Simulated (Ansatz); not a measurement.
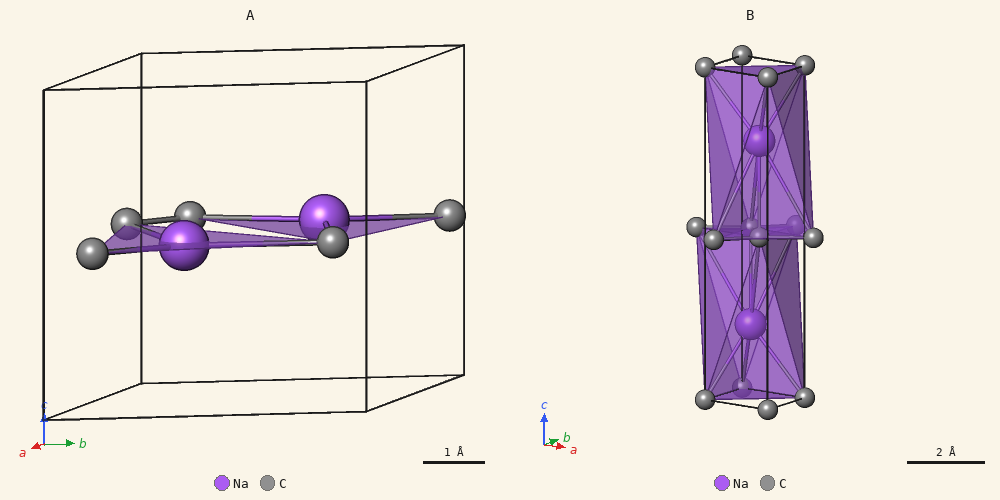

Two structures of Na2C3, each relaxed to rest (conventional cells in solid outline, small ones repeated, not to one scale). Method: Ansatz, DFT PBE, scalar-relativistic, plane waves, PAW, without spin polarisation.

**State the structure in each panel.**

A: 5 atoms a cell on a primitive hexagonal lattice, P321. B: 5 atoms a cell on a primitive hexagonal lattice, P-3m1.

**Which structure wins energetically, and by what margin?**

A is lower, by 430 meV/atom at this level of theory (energies at zero smearing). Volumes: A 28.5, B 10.6 Å³/atom.

One or both may be structure types tried for this composition rather than known phases.
